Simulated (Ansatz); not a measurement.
# C$_{3}$H$_{9}$BOSi (SMILES C/C=C/BO[SiH3]): what the fields show

Input

```
crystal:
  periodic: [false, false, false]
  atoms:
    - symbol: C
      position_ang: [-2.700113, 0.034308, -1.879948]
    - symbol: C
      position_ang: [-1.728810, -0.397763, -0.835805]
    - symbol: C
      position_ang: [-0.415482, -0.081679, -0.777483]
    - symbol: B
      position_ang: [0.469807, -0.610135, 0.378297]
    - symbol: O
      position_ang: [1.799077, -0.331313, 0.502740]
    - symbol: Si
      position_ang: [3.005616, 0.517786, -0.278960]
    - symbol: H
      position_ang: [-3.539989, 0.588842, -1.425396]
    - symbol: H
      position_ang: [-2.231180, 0.670969, -2.644855]
    - symbol: H
      position_ang: [-3.153533, -0.840281, -2.378921]
    - symbol: H
      position_ang: [-2.136338, -1.038078, -0.038215]
    - symbol: H
      position_ang: [-0.014514, 0.559101, -1.578026]
    - symbol: H
      position_ang: [-0.019975, -1.315585, 1.239602]
    - symbol: H
      position_ang: [2.515910, 1.147300, -1.542176]
    - symbol: H
      position_ang: [4.108461, -0.430813, -0.594836]
    - symbol: H
      position_ang: [3.501379, 1.577465, 0.641924]
basis:
  gaussian: {orbitals: def2-SVPD}
magnetization: {spin_polarized: false, initial_magnetization: 0}
hamiltonian: {xc: {name: PBE0}}
output: {forces: true, orbitals: {seedname: orbitals}}
```

Run with:

```sh
ansatz run input.yaml --threads 4 --pin off --max-ram 7830MiB --events-out events.jsonl --progress --plain --runs-dir runs
```

Geometry: r2SCAN-D4/def2-SVP.

Level of theory: isolated molecule in a Gaussian basis; Kohn-Sham density functional theory, functional PBE0 in Ansatz 0.2.0.

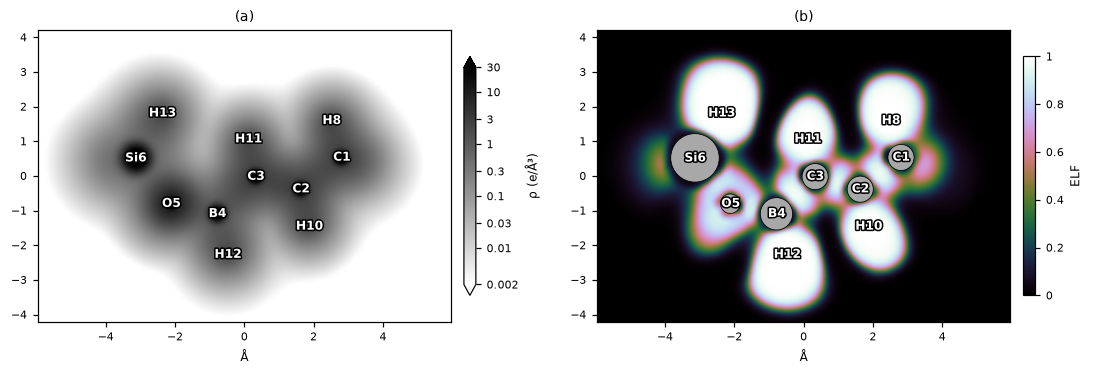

Figure 1. (a) electron density; (b) ELF on the plane of atoms C3, C2 and H10. Grey discs cover the atomic cores in the ELF map.

Question: Read the bonding off the picture.

Answer:
- Atoms in the plane: C, B, O, Si and H.
- C–C (1.35 Å): ρ is about 2.2 e/Å³ halfway; the ELF peaks at about 0.95 between the atoms (localised, covalent bonding).
- B–O (1.36 Å): ρ is about 2 e/Å³ halfway; the ELF peaks at about 0.90 between the atoms (a polar covalent bond).
- C–B (1.55 Å): ρ at the midpoint is about 1.5 e/Å³; the ELF peaks at about 1 between the atoms: localised, covalent bonding.
- Si–O (1.67 Å): ρ is about 1 e/Å³ halfway; the ELF peaks at about 0.90 between the atoms: a shared but strongly polarised pair.
- C–H (1.10 Å): ρ is about 1.9 e/Å³ halfway; the ELF climbs to about 1 towards the hydrogen, as it does in any bond to H; a covalent bond by its length.
- The ELF also peaks beside O5, away from the bonds: lone-pair regions.

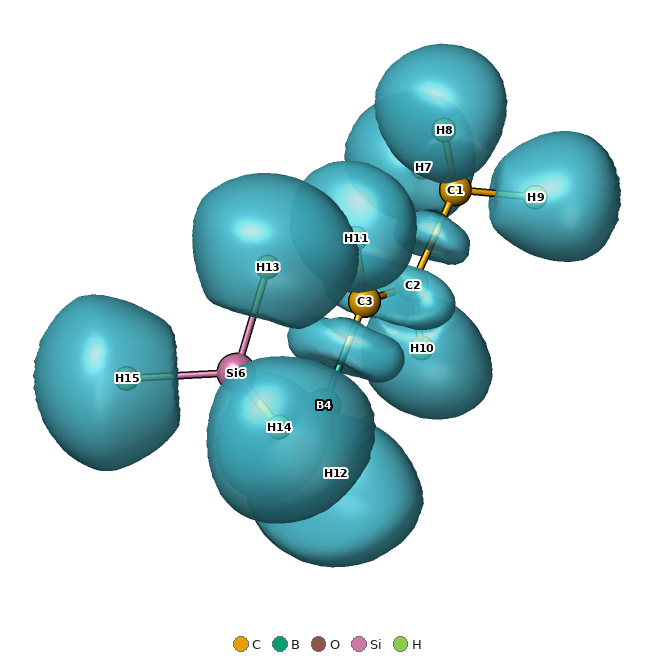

Figure 2. Isosurface of the electron localisation function at 0.8 (cyan), seen at an oblique angle. Core shells and regions of very low density are left out.

Question: What do the ELF domains correspond to?

Answer: At this value the surface marks out one region between bonded B–C atoms (shared pairs), two regions between bonded C–C atoms (shared pairs), nine regions around hydrogen nuclei and one region on O in which the atom's valence shell and bonds are merged.

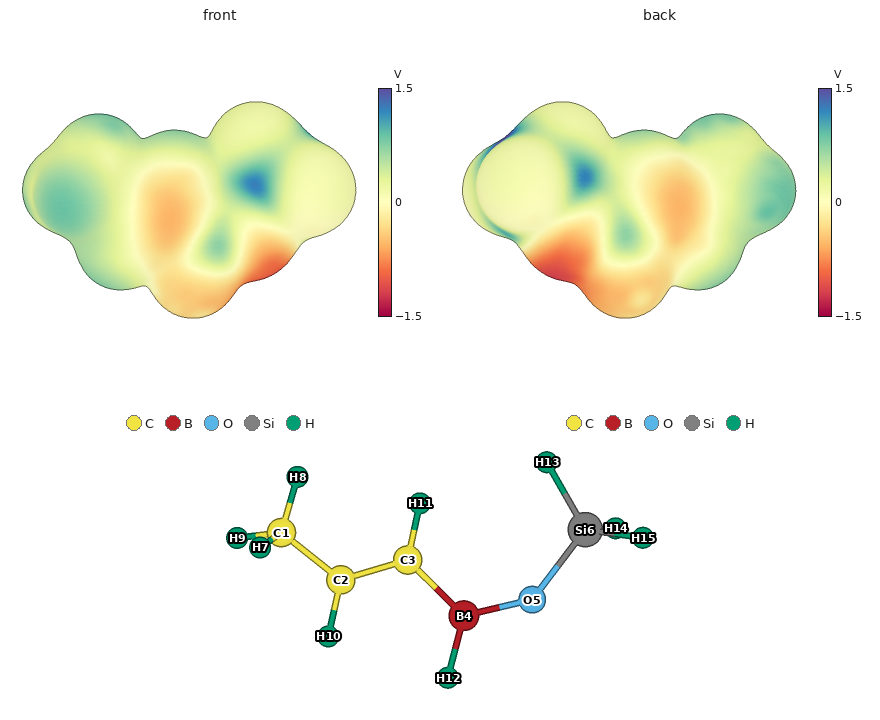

Figure 3. The molecular electrostatic potential painted on the density surface at 0.002 e/bohr³, seen from the front and from behind; red is negative and blue positive. The bare structure is drawn below in the same view.

Question: Where is the surface potential most negative and most positive?

Answer: The most negative region (about −1.1 V) lies over O5, the most positive (about +1.4 V) over Si6. O5 is the likeliest acceptor of a hydrogen bond.

Question: How polar is the molecule by this calculation?

Answer: Its dipole moment is 1.82 D.
